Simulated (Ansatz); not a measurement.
Input file:

```
crystal:
  periodic: [false, false, false]
  atoms:
    - {symbol: C, position_ang: [-1.468380, -1.231279, -0.711628]}
    - {symbol: Si, position_ang: [-0.558346, 0.219443, -0.584323]}
    - {symbol: Si, position_ang: [1.506187, 0.060565, 0.448090]}
    - {symbol: H, position_ang: [-1.694886, -2.278906, -0.594487]}
    - {symbol: H, position_ang: [1.723255, 1.559026, 0.233275]}
    - {symbol: H, position_ang: [-1.247562, 1.400459, -1.172839]}
basis:
  gaussian: {orbitals: def2-TZVPP}
magnetization: {spin_polarized: true, initial_magnetization: 1}
hamiltonian: {xc: pbe0, dispersion: d4}
output: {orbitals: {seedname: orbitals}}
```

Command:

```sh
ansatz run in.yaml --threads 2 --pin off --events-out ev --progress --plain --max-ram 4352MiB
```

Geometry: PBE0-D4/def2-TZVP; ⟨S²⟩ = 0.99, above the pure value of 0.75.

Level of theory: Ansatz 0.2.0, UKS PBE0-D4/def2-TZVPP.

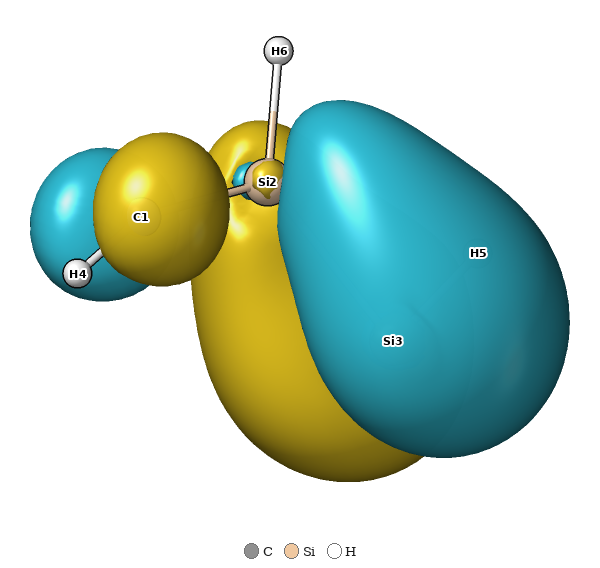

CH₃Si₂ (doublet). The LUMO (α) at ±0.08 Å⁻³ᐟ² (yellow and cyan are the two phases), seen at a tilt.

Q: What is the character of this orbital?

A: It lies mainly on Si3 (about 65 %), Si2 (about 20 %) and C1 (about 10 %); it changes sign across the molecular plane (π type); π-bonding across Si2–Si3; π-antibonding (a node) across C1–Si2. Its energy is −3.51 eV.
